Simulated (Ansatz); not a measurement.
## Run report: CH$_{4}$BFO$_{2}$S, nudged elastic band

- system: CH$_{4}$BFO$_{2}$S
- method: RKS PBE-D4/6-31G* (Ansatz 0.2.0)

One setting was made poor on purpose. It belongs to a series of runs on one base structure; here: an input spoilt on purpose.

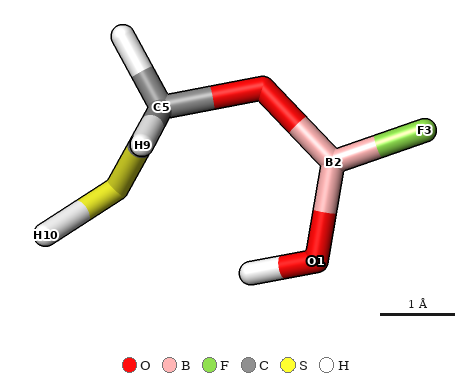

The structure as given in the input (stick view, seen at a tilt; atoms are numbered from 1 in the order of the input). Bond lengths as drawn: B–F 1.34 Å, B–O 1.36 to 1.39 Å, C–H 1.10 Å, C–O 1.40 Å, C–S 1.89 Å, H–O 0.99 Å and H–S 1.36 Å.

### Input file
```yaml
crystal:
  periodic: [false, false, false]
  atoms:
    - { symbol: O, position_ang: [-0.744533, -1.711957, 0.308162] }
    - { symbol: B, position_ang: [-0.114169, -1.336665, -0.839247] }
    - { symbol: F, position_ang: [0.06923, -2.240763, -1.806678] }
    - { symbol: O, position_ang: [0.379934, -0.063617, -1.119594] }
    - { symbol: C, position_ang: [0.605606, 0.883405, -0.115428] }
    - { symbol: S, position_ang: [-0.995239, 1.431273, 0.716456] }
    - { symbol: H, position_ang: [-1.004566, -0.916843, 0.83176] }
    - { symbol: H, position_ang: [1.059777, 1.763183, -0.59225] }
    - { symbol: H, position_ang: [1.270362, 0.499405, 0.678651] }
    - { symbol: H, position_ang: [-0.443201, 1.641479, 1.941069] }
basis:
  gaussian: { orbitals: "6-31G*" }
hamiltonian:
  xc: pbe
  dispersion: d4
neb:
  order_check: false
  images: 0
  f_tol: 0.05
  max_iterations: 8
  climbing: true
  final_atoms:
    - { symbol: O, position_ang: [-0.77790052, -2.43173888, -0.19393977] }
    - { symbol: B, position_ang: [-0.30718417, -1.19923187, -0.54589693] }
    - { symbol: F, position_ang: [-0.44370589, -0.79804828, -1.81980906] }
    - { symbol: O, position_ang: [0.32456624, -0.40094048, 0.38878625] }
    - { symbol: C, position_ang: [0.70880774, 0.91875317, 0.0321439] }
    - { symbol: S, position_ang: [-0.6502906, 2.14846487, 0.17741452] }
    - { symbol: H, position_ang: [-0.62320504, -2.58628086, 0.75769824] }
    - { symbol: H, position_ang: [1.03150343, 0.97982623, -1.02011056] }
    - { symbol: H, position_ang: [1.54098771, 1.20487803, 0.69129699] }
    - { symbol: H, position_ang: [-0.7203779, 2.11321809, 1.53531742] }
  initial_path:
    images:
      - { positions_ang: [[-0.744533, -1.711957, 0.308162], [-0.114169, -1.336665, -0.839247], [0.06923, -2.240763, -1.806678], [0.379934, -0.063617, -1.119594], [0.605606, 0.883405, -0.115428], [-0.995239, 1.431273, 0.716456], [-1.004566, -0.916843, 0.83176], [1.059777, 1.763183, -0.59225], [1.270362, 0.499405, 0.678651], [-0.443201, 1.641479, 1.941069]] }
      - { positions_ang: [[-0.46775709, -2.56010846, -0.00858766], [-0.21588879, -1.37410493, -0.88762148], [0.61202922, -1.54106244, -2.05420303], [-0.75319381, -0.05719584, -0.61671005], [0.03696067, 0.67610319, 0.19109423], [-0.72134404, 2.31655742, 0.52921686], [-0.00737425, -1.30171944, 0.54548188], [1.05805229, 0.8760649, -0.28755774], [0.18574024, 0.19406137, 1.23655617], [0.35597657, 2.72030423, 1.35523182]] }
      - { positions_ang: [[-0.77790052, -2.43173888, -0.19393977], [-0.30718417, -1.19923187, -0.54589693], [-0.44370589, -0.79804828, -1.81980906], [0.32456624, -0.40094048, 0.38878625], [0.70880774, 0.91875317, 0.0321439], [-0.6502906, 2.14846487, 0.17741452], [-0.62320504, -2.58628086, 0.75769824], [1.03150343, 0.97982623, -1.02011056], [1.54098771, 1.20487803, 0.69129699], [-0.7203779, 2.11321809, 1.53531742]] }
```

Machine: 2 threads of Intel Xeon @ 2.50GHz (Skylake/Cascade Lake), 16 GiB of memory available, shared host.

Launched with:
```bash
ansatz run input.yaml --threads 2 --pin off --max-ram 3072MiB --backend cpu --events-out ev --progress --plain --runs-dir out
```

### Log
```
Error: 2 input errors — fix all and re-run
  1. invalid value for `neb.images`: must be ≥ 1; got 0
  2. invalid value for `neb.initial_path`: its number of entries is 3 where neb.images is 0 — a listed band holds both endpoints and every movable image in path order, neb.images + 2 = 2 entries, and is never re-spaced: set neb.images to 1, or list 2 entries
```

### Outcome

- outcome: refused by the program

### Diagnosis

The program refused the input: “2 input errors — fix all and re-run 1. invalid value for `neb.images`: must be ≥ 1; got 0 2 …” A deliberately poor setting: bad input.
